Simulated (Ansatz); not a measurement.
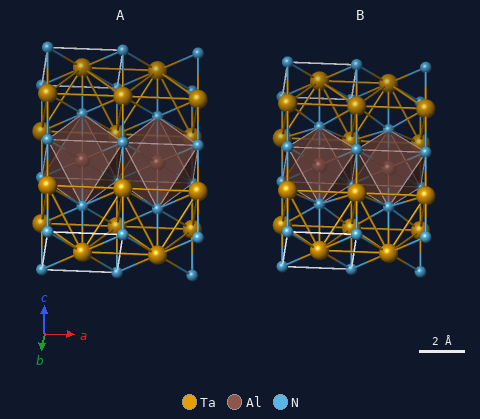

Two geometries of solid Ta3AlN4 (a generated structure, set up in P4/mmm) (coarse preliminary run), drawn at one scale. One is the start of a relaxation, the other its converged end. A polyhedral model of the cell of the calculation, repeated 2 × 1 × 1 with one cell outlined, seen from a free direction.

Theory: DFT PBE, scalar-relativistic, plane waves, PAW (Ansatz). Set-up: plane-wave cutoff 420 eV; k-point mesh 6 × 6 × 2; occupations gaussian; smearing width 0.1 eV; no spin polarisation; cell and atoms relaxed; force threshold 0.04 eV/Å; at most 70 steps.

> Which geometry has the lower energy?

Structure B is the relaxed one. The largest moves relative to the cell, 0.20 Å, are those of N atoms. Largest moves by element: N 0.20 Å, Ta 0.06 Å. Al stays in place. The drawn cell changes as follows: a = b 3.357 → 3.083 Å (−8.2 %), c 9.496 → 8.737 Å (−8.0 %); the volume changes by −22.4 %. Among the contacts that change: Al–N 2.374 → 1.986 Å, Ta–Ta 3.357 → 3.045 Å, Ta–Ta 3.357 → 3.083 Å, N–Ta 2.374 → 2.126 Å. Among the angles between lasting bonds that change: Ta–N–Ta 180.0° → 166.6°, Ta–N–Ta 90.0° → 83.3°, Ta–N–Al 90.0° → 96.7°. The space group stays P4/mmm (No. 123). After 6 accepted moves (8 points after the start) the energy has fallen by 4.323 eV per cell of the calculation. Largest force component: 0.89 eV/Å at the start, 0.0017 eV/Å at the end. The pressure goes from −41.64 to −0.04 GPa. The SCF was repeated twice at an unchanged geometry on a basis and grid sized afresh for the cell, which shifted the energy by 19.7 meV per cell of the calculation at most. Cost: 92 s on 1 thread of Intel(R) Xeon(R) Processor @ 2.50GHz (Skylake/Cascade Lake), with other jobs on the host, peak memory 0.43 GiB.
